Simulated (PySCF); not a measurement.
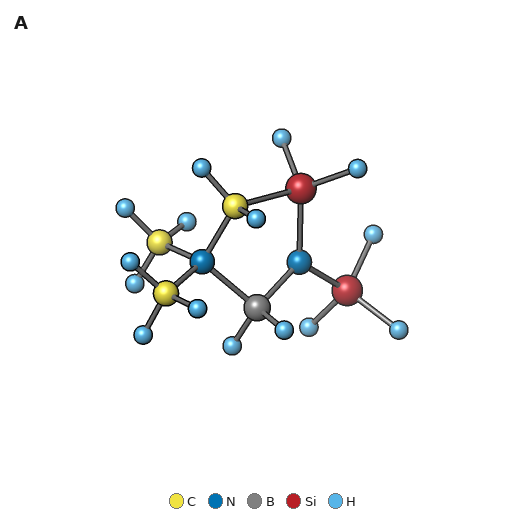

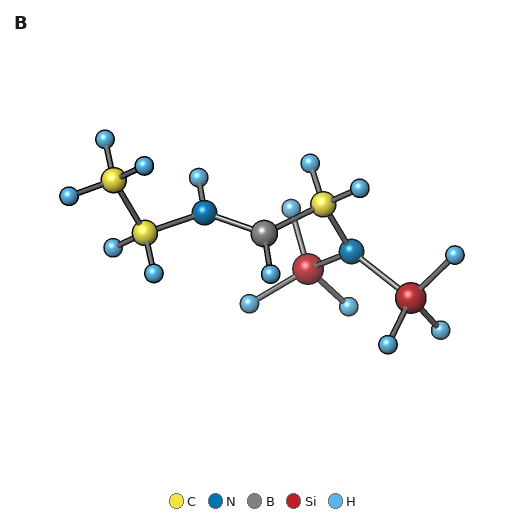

2 stationary structures of one formula. Geometries: GFN2-xTB. Electronic energies: PBE0/pcSseg-1 (PySCF 2.14.0), without zero-point energy. No frequency run is at hand to confirm each as a minimum. Each is one conformer, not always the lowest.

Are they conformers, stereoisomers or constitutional isomers?

Answer. They are constitutional isomers of C3H15BN2Si2: A `C[N+]1(C)[BH2-]N([SiH3])[SiH2]C1`, B `CCNBCN([SiH3])[SiH3]`.

Which structure is the most stable?

Answer. A is lowest; B lies 11.4 kJ/mol above it.

The geometry is semi-empirical. Around B, Si such bond lengths and angles can be off by a tenth of an ångström or more and by several degrees, and values that hang on the shape move with them.
